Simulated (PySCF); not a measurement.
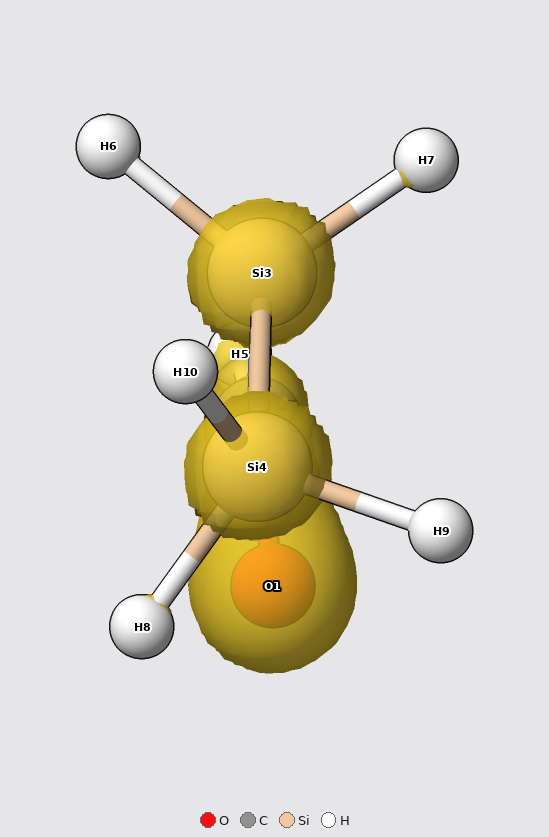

CH₆OSi₂. Isosurface of the electron density at 1.5 e/Å³ (yellow), seen at an oblique angle.

Geometry: GFN2-xTB.

All numbers below come from PBE0/pcSseg-1, SCF density, gas phase, non-relativistic (PySCF).

```yaml
atoms:
  - { symbol: O, position_ang: [1.4722, -1.7293, -0.2451] }
  - { symbol: C, position_ang: [1.7321, -0.5541, -0.3203] }
  - { symbol: Si, position_ang: [0.4285, 0.8159, 0.0128] }
  - { symbol: Si, position_ang: [-1.6258, -0.2198, 0.2160] }
  - { symbol: H, position_ang: [2.7678, -0.2497, -0.5862] }
  - { symbol: H, position_ang: [0.6195, 1.7667, -1.0915] }
  - { symbol: H, position_ang: [0.9543, 1.5040, 1.2004] }
  - { symbol: H, position_ang: [-1.7735, -1.3501, -0.7006] }
  - { symbol: H, position_ang: [-1.8594, -0.7052, 1.5789] }
  - { symbol: H, position_ang: [-2.7067, 0.7262, -0.0870] }
```

How is the density connected at this value?

Answer. At this value the surface falls into eight separate pieces. It bridges the sampled C–O (1.21 Å) and C–H (1.11 Å) contacts, where the density stays above the isovalue. It is pinched off along the sampled C–Si (1.92 Å) and Si–Si (2.31 Å) contacts. On the grid the lowest density along these lines, outside the cores, is 2.9 e/Å³ (C–O, 1.21 Å), 0.76 e/Å³ (C–Si, 1.92 Å), 0.65 e/Å³ (Si–Si, 2.31 Å) and 1.8 e/Å³ (C–H, 1.11 Å).
